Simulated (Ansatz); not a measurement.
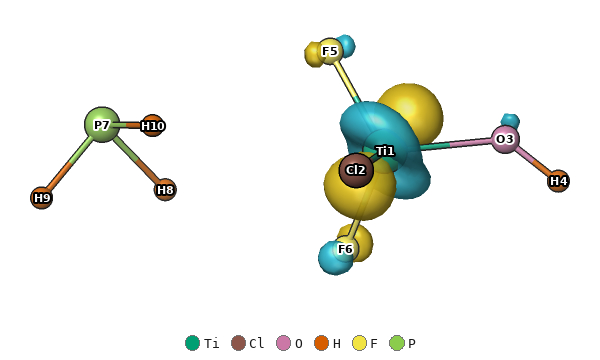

Figure 1: ClF₂HOTi···PH₃. The LUMO at ±0.3 Å⁻³ᐟ² (yellow and cyan are the two phases), seen from one side.

All numbers below come from Ansatz, RKS PBE/def2-SVP.

```xyz
10

Ti    0.4199   -0.1576    0.0258
Cl    0.9134   -0.1297    2.1792
O     1.9036   -0.0698   -0.9289
H     2.6159   -0.6886   -1.1708
F    -0.5898    1.2079   -0.3922
F    -0.4023   -1.6600   -0.3429
P    -3.4825    0.2746    1.2719
H    -2.8615   -0.7621    0.4855
H    -4.0724   -0.6911    2.1671
H    -2.3162    0.4122    2.1082
```

Describe this orbital and give its energy.

Answer. Its weight (Hirshfeld) is mainly on Ti1 (about 75 %), Cl2 (about 10 %) and F6 (about 5 %). Its energy is −3.75 eV.
